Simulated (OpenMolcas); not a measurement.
```
&GATEWAY
Basis set
Ho.ANO-RCC-VDZP.
Ho1 0.0 0.0 0.0 Angstrom
End of basis
Basis set
Cl.ANO-RCC-VDZP.
L1 2.661000 0.000000 0.000000 Angstrom
L2 0.000000 2.661000 0.000000 Angstrom
L3 0.000000 0.000000 2.661000 Angstrom
End of basis
Basis set
Na.EMB-AIMP.Al-Abdalla.7s4p.1s1p.ECP.Cs2NaYCl6.
PseudoCharge
* 3 symmetry-unique lattice sites within 7.6 angstrom
End of basis
Basis set
Cs.EMB-AIMP.Al-Abdalla.0s.0s.ECP.Cs2NaYCl6.
PseudoCharge
* 4 symmetry-unique lattice sites within 7.6 angstrom
End of basis
Basis set
Cl.EMB-AIMP.Al-Abdalla.0s.0s.ECP.Cs2NaYCl6.
PseudoCharge
* 12 symmetry-unique lattice sites within 7.6 angstrom
End of basis
Basis set
Y.EMB-AIMP.Al-Abdalla.0s.0s.ECP.Cs2NaYCl6.
PseudoCharge
* 6 symmetry-unique lattice sites within 7.6 angstrom
End of basis
Symmetry
XYZ
AngMom=0.0 0.0 0.0
AMFI
RICD
XField
1564 Angstrom 0
* Evjen-weighted lattice charges
&SEWARD
&RASSCF
FileOrb=start.orb
Symmetry=1
Spin=5
nActEl=10 0 0
Inactive=42 39
Ras2=0 7
CIRoot=35 35 1
SDav=35
CIMx=300
Iter=150 100
PrWF=0.3
OrbListing=Nothing
MaxOrb=0
LevShft=1.0
>>> COPY $Project.JobIph JOB001
&RASSCF
FileOrb=start.orb
Symmetry=1
Spin=3
nActEl=10 0 0
Inactive=42 39
Ras2=0 7
CIRoot=162 162 1
SDav=210
CIMx=300
Iter=150 100
PrWF=0.3
OrbListing=Nothing
MaxOrb=0
CIOnly
LevShft=1.0
>>> COPY $Project.JobIph JOB002
&RASSCF
FileOrb=start.orb
Symmetry=1
Spin=1
nActEl=10 0 0
Inactive=42 39
Ras2=0 7
CIRoot=162 162 1
SDav=196
CIMx=300
Iter=150 100
PrWF=0.3
OrbListing=Nothing
MaxOrb=0
CIOnly
LevShft=1.0
>>> COPY $Project.JobIph JOB003
&RASSI
NrOfJobIphs=3 30 106 31
1 2 3 4 5 6 7 8 9 10 11 12 13 14 15 16 17 18 19 20 21 22 23 24 25 26 27
28 29 30
1 2 3 4 5 6 7 8 9 10 11 12 13 14 15 16 17 18 19 20 21 22 23 24 25 26 27
28 29 30 31 32 33 34 35 36 37 38 39 40 41 42 43 44 45 46 47 48 49 50 51
52 53 54 55 56 57 58 59 60 61 62 63 64 65 66 67 68 69 70 71 72 73 74 75
76 77 78 79 80 81 82 83 84 85 86 87 88 89 90 91 92 93 94 95 96 97 98 99
100 101 102 103 104 105 106
1 2 3 4 5 6 7 8 9 10 11 12 13 14 15 16 17 18 19 20 21 22 23 24 25 26 27
28 29 30 31
IphNames
JOB001
JOB002
JOB003
EJob
SpinOrbit
DIPRint=1.0
SOCoupling=1000.0
Subsets=2
Property=9
'ANGMOM' 1 'ANGMOM' 2 'ANGMOM' 3 'MLTPL  1' 1 'MLTPL  1' 2 'MLTPL  1' 3
'AMFI' 1 'AMFI' 2 'AMFI' 3
SOProperty=3
'ANGMOM' 1 'ANGMOM' 2 'ANGMOM' 3
```

Command:
```bash
OMP_NUM_THREADS=1 MOLCAS_MEM=2457 MOLCAS_PROJECT=a pymolcas a.inp > a.log  # once for each step of the input, in one work folder
```

Computed with OpenMolcas: state-averaged CASSCF, active space 10 electrons in the shell 4f, basis ANO-RCC-VDZP on all atoms, DKH2 scalar Hamiltonian, spin-orbit coupling by RASSI with atomic mean-field integrals.

Ho³⁺ (4f¹⁰) as a dopant in Cs₂NaYCl₆, a cluster with its 6 nearest Cl⁻ at 2.661 Å (octahedron) embedded in model potentials and point charges; the geometry was set, not optimised. The cluster and the levels that result:

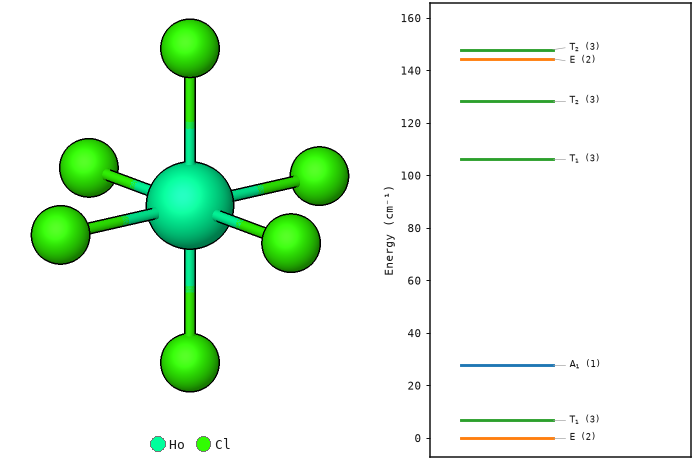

Labels give the representation in O, Td, D4 or D3 as the site allows (double group for half-integer spin) where it could be assigned and, in brackets, the degeneracy; spin-free states, where drawn, share the zero of the spin-orbit levels.

The ground level is E, doubly degenerate, 94 % from states of spin multiplicity 5, effective J = 8.02, with |mJ| = 2 the largest share (50 %). Its principal g values are all close to zero. The next level lies at 6.6 cm⁻¹ (T₁). The lowest J multiplet spreads over 148 cm⁻¹. The active orbitals hold 100 % metal character (Löwdin), and the Mulliken charge of the metal is +1.86.

Known limits: high states of lower spin left out of the spin-orbit mixing; the geometry is set by hand, with no relaxation and no charge compensation; spin-free states above about 46,000 cm⁻¹ are left out of the spin-orbit step.
